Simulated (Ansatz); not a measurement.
# Site preference of C in place of N in random wurtzite alloy of AlN and GaN (72 atoms): runs compared

At which site of random wurtzite alloy of AlN and GaN (72 atoms) does C in place of N cost least, and what about the site decides it?

Computed with Ansatz 0.2.0: Kohn-Sham DFT, LDA, PAW (set soft_2), plane waves.

## Step 1: The cell as built

The cell holds 72 atoms: 27 Ga, 36 N and 9 Al. Cell: a = 9.509 Å, b = 9.509 Å, c = 10.268 Å, α = 90.0°, β = 90.0°, γ = 120.0°. It derives from AlN (wurtzite) and GaN, repeated 3×3×2. Wurtzite AlN, 3 x 3 x 2 conventional cells, 27 of 36 Al sites given to Ga at random (x = 0.750), lattice by Vegard's rule (a = 3.17 Å, c = 5.134 Å); not relaxed, displaced by a Gaussian of 0.02 Å.

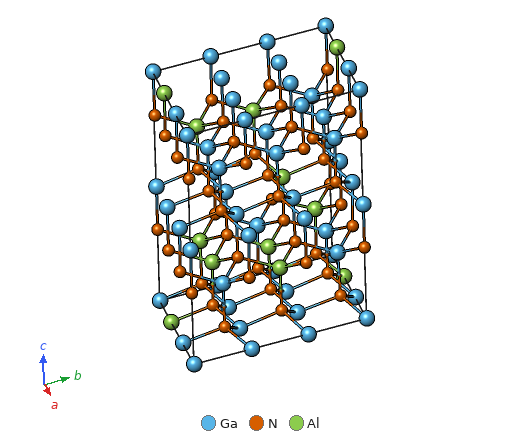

The cell as built. Bonds to atoms that aren't drawn are left out. Some periodic images of atoms are drawn too.

What the set-up can't give: The Brillouin zone is sampled at Γ only, in a cell whose shortest periodic width is 8 Å.

## Step 2: The reference run

The reference is a single point at the end of the relaxation.

Every defect cell starts from the geometry of this run and is relaxed in the fixed cell.

Its input, with most atom lines left out:

```yaml
crystal:
  lattice:
    - [9.5094, 0.0, 0.0]
    - [-4.7547, 8.23538, 0.0]
    - [0.0, 0.0, 10.2684]
  atoms:
    - { symbol: Ga, position: [0.00174, 0.00125, 0.00065] }
    - { symbol: "N", position: [0.11103, 0.22307, 0.06596] }
    - { symbol: Al, position: [0.11245, 0.22293, 0.25084] }
    - { symbol: "N", position: [0.00516, 0.00306, 0.30785] }
    - { symbol: Ga, position: [0.00116, 0.00153, 0.49884] }
    - { symbol: "N", position: [0.11196, 0.2229, 0.56539] }
    - { symbol: Al, position: [0.11168, 0.22351, 0.75085] }
    [... atom lines 8 to 72 left out ...]
kpoints:
  mp_grid: { grid: [1, 1, 1] }
hamiltonian:
  xc: lda
scf:
  occupations: { method: gaussian, width: 0.05 }
output:
  forces: true
  stress: true
  populations: true
  dos:
    method: { smearing: { sigma: 0.15 } }
    de: 0.1
    projected: { site_lists: { Al: [Al], Ga: [Ga], "N": ["N"] } }
  eigenvalues: true
  write_density: true
  write_potential: true
  volumetric_format: npy
  elf: true
```

```
free energy per atom   : -1641.9392 eV/atom
r.m.s. force component : 0.01033 eV/Å
pressure               : -5.547 GPa
```

Filled and empty levels are parted by 2.41 eV at Γ alone; the mesh holds the band edges only if they fold onto it, so the gap at this level can be narrower or closed, while local or semilocal functionals tend to narrow gaps against experiment.

## Step 3: The runs

Each row is one run, on 4 threads of Intel Xeon Platinum 8223CL at 3.00GHz (Skylake/Cascade Lake), shared host. The free energy is the program's total, comparable only between runs with the same functional, potentials and atoms.

```csv
run,atoms,outcome,"ionic steps, all passes",free energy (eV),time,host memory (GiB)
Single point at the start,72,converged,-,-118218.383,4.8 s,1.1
Relaxation,72,converged,4,-118219.619,14 s,1.1
Single point at the relaxed geometry,72,converged,-,-118219.619,7.9 s,1.1
"C on a site of N, site N36",72,converged,4,-118084.166,52 s,1.8
"C on a site of N, site N30",72,converged,6,-118085.045,71 s,1.8
"C on a site of N, site N32",72,converged,4,-118084.727,47 s,1.8
"C on a site of N, site N4",72,converged,6,-118084.462,69 s,1.8
"C on a site of N, site N66",72,converged,5,-118085.000,57 s,1.8
"C on a site of N, site N18",72,converged,5,-118084.459,67 s,1.8
```

A closer look about site N30, the cheapest one, after relaxation: 10 atoms, nearest first, numbered in the order of the input, with positions taken from that point.

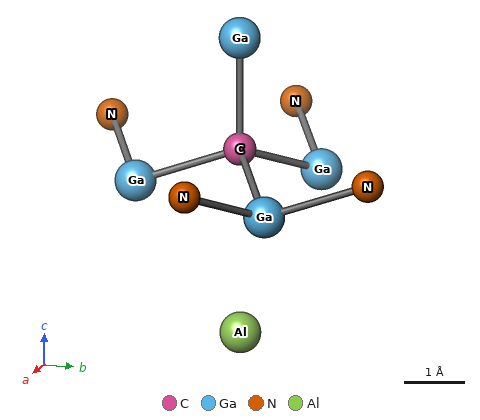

The atoms of the table, within 3.2 Å (arrows a, b, c point along x, y, z); some may hide others.

```csv
atom,x,y,z,distance (Å),bonds,moment (μB)
C30,-0.02,-0.01,0.02,0.03,4,0.23
Ga29,0.04,-1.83,-0.66,1.95,4,0.01
Ga37,-1.57,0.95,-0.65,1.95,4,0.01
Ga31,-0.02,-0.01,1.97,1.97,4,0.00
Ga61,1.60,0.92,-0.68,1.97,4,0.02
N6,-3.17,0.01,0.05,3.17,4,0.07
N22,-1.58,-2.75,0.01,3.17,4,0.08
N54,3.17,0.00,0.00,3.17,4,0.07
N62,1.59,2.75,0.00,3.17,4,0.07
Al27,-0.01,0.00,-3.18,3.18,4,0.00
```

The column of bonds counts only the pairs N-Ga within 2.38 Å, N-Al within 2.33 Å, Ga-C within 2.22 Å; other neighbours, such as metal atoms beside each other in a compound, aren't counted, and periodic images can show an atom twice.

## Step 4: The sites compared

All these cells hold the same atoms, so their energies can be compared with no chemical potential.

```csv
site,neighbours,mean distance (Å),atoms within 6 Å,energy over the best site (eV),before relaxation (eV),gain on relaxing (eV),moment (μB)
N30,Ga4,1.95,80,0.00,0.00,0.09,1.0
N66,Ga4,1.94,77,0.05,0.04,0.09,1.0
N32,AlGa3,1.94,81,0.32,0.31,0.08,1.0
N4,Al2Ga2,1.93,79,0.58,0.63,0.14,1.0
N18,Al2Ga2,1.93,78,0.59,0.62,0.12,1.0
N36,Al3Ga,1.92,82,0.88,0.92,0.13,1.0
```

Neighbours are those of the relaxed host within 2.38 Å (N-Ga), 2.33 Å (N-Al); other pairs aren't counted.

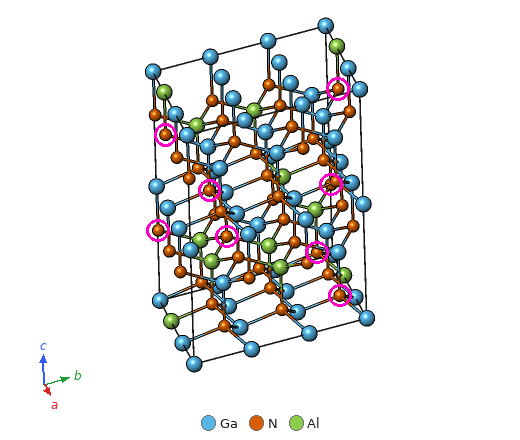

The relaxed cell with the tried sites ringed. Bonds to atoms that aren't drawn are left out. Some periodic images of atoms are drawn too.

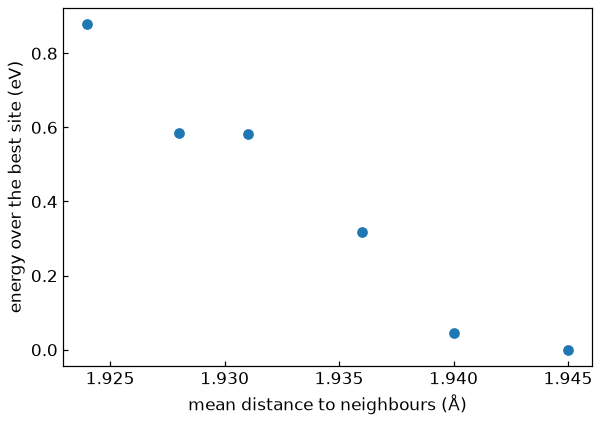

Site energy against the site's surroundings.

## Step 5: Findings

The cheapest site is N30 (4 neighbours, Ga4); the dearest, N36 (4 neighbours, Al3Ga), costs 0.88 eV more. The make-up of the first shell tracks the energy: each Ga neighbour changes it by about -0.28 eV, over 4 kinds of shell. Sites with the same first shell differ by up to 0.05 eV, from their geometry, farther neighbours or both. Relaxation gains 0.080 to 0.14 eV and leaves the best site the same.

**Limits.** Defects are neutral and interact with their images. The reference ran with gaussian smearing of 0.05 eV, but 6 of the 6 defect cells with fermi-dirac smearing of 0.025 eV, spin polarised. In the spin-polarised runs the search for a state of lower energy was switched off. Only 6 of the 36 N sites were tried; unless symmetry makes the others alike to these, a cheaper one may exist. A local or local or semilocal functional tends to spread out the unpaired spin of such defects. The host structure and its lattice constant were typed by rule, without a check against the phase diagram. The pressure of -5.5 GPa says that the cell would shrink at this level of theory.

The DFT runs together took 6.5 min of wall time.

[Logs are printed without paths, hosts, clocks, repeated set-up lines and the standing remarks that a program may print on its own settings, such as how far it seeks lower states.]

[Hosts, paths, dates, database ids (printed as entryN), source tags and the programs' standing remarks are cut or masked in the printed files.]
